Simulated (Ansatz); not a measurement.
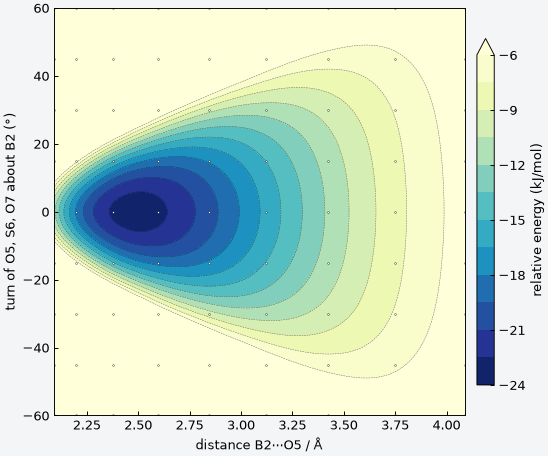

The pair BF₃···O₂S. The turn is about an axis along (−0.90, 0.41, 0.12) in the frame of the relaxed pair, normal to the line between the partners. First axis: distance B2···O5. Second axis: turn of O5, S6, O7 about B2. The grid has 9 × 9 points. Points are written as (first, second). Energies: kJ/mol, counted from the two partners far apart, frozen as in the relaxed pair, each in its own basis (no counterpoise correction). The calculation used RKS PBE-D4/def2-SVPD in Ansatz.

Drawn: filled contours, dots at the grid points, one colour for all values above the top of the scale. Between grid points the surface is interpolated.

Question: Estimate the position of the minimum and the force constants in these coordinates.

Answer: The interpolated minimum is at distance B2···O5 ≈ 2.485 Å, turn of O5, S6, O7 about B2 ≈ 0°. The curvatures there are about 0.85 eV/Å² and 1.7 eV/rad², with a cross term of about 0 eV/(Å·rad). Round the minimum the two coordinates are nearly uncoupled. (1 eV is 96.5 kJ/mol.)
